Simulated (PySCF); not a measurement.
Input file:

```
{"job": {"kind": "nmr", "xc": "PBE0", "basis": "pcSseg-1"}, "charge": 0, "multiplicity": 1}
C      4.199989     0.131652    -0.427644
C      2.955870    -0.437883     0.239438
Si     1.336597     0.134162    -0.604403
Si    -0.375600    -0.931627     0.543890
C     -2.017350     0.040161     0.140049
C     -3.265089    -0.682666     0.623180
C     -1.913237     1.425934     0.778082
C     -1.949525     0.132599    -1.325797
O     -1.059041     0.683214    -1.938230
H      5.107301    -0.211377     0.068016
H      4.186635     1.218645    -0.394763
H      4.246310    -0.172984    -1.470628
H      3.016333    -1.527991     0.227405
H      2.954891    -0.146595     1.291275
H      1.454002    -0.252184    -2.013498
H      1.316520     1.600773    -0.505812
H     -0.376397    -0.976815     2.017065
H     -0.660376    -2.322081     0.144943
H     -4.164372    -0.116291     0.378847
H     -3.231488    -0.811441     1.702540
H     -3.344392    -1.666882     0.166715
H     -2.833966     1.985756     0.608973
H     -1.758904     1.343906     1.851930
H     -1.090190     1.987577     0.344464
H     -2.745457    -0.403417    -1.879515
```

Command:

```sh
OMP_NUM_THREADS=1 python probes_run.py task.json out
```

Geometry: GFN2-xTB.

Computed with PBE0/pcSseg-1, SCF density, gas phase, non-relativistic (PySCF).

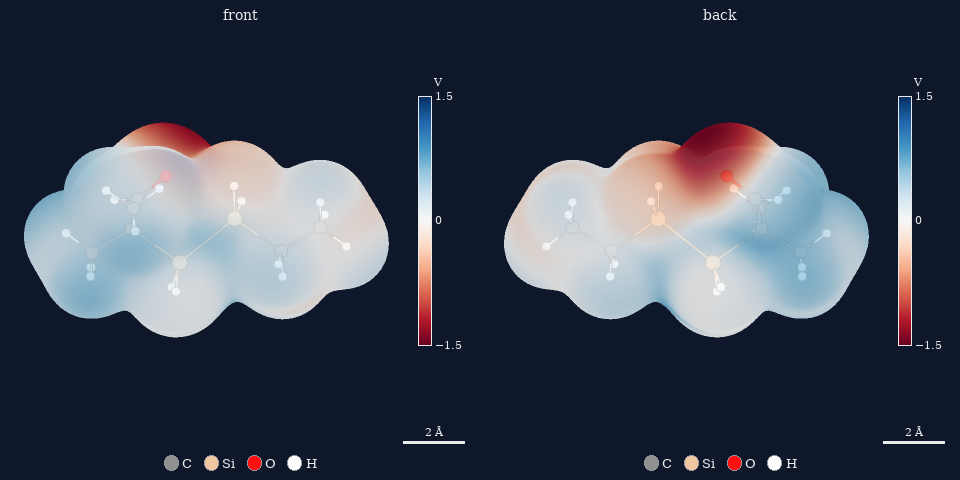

C6H16OSi2 (SMILES CC[SiH2][SiH2]C(C)(C)C=O). The electrostatic potential painted on the density surface at 0.001 e/bohr³, seen from the front and from behind; red is negative and blue positive.

Where is the surface potential most negative and most positive?

The most negative region (about −1.4 V) lies over O9, the most positive (about +0.7 V) over Si4, C8, H19 and H25. O9 is the likeliest acceptor of a hydrogen bond.
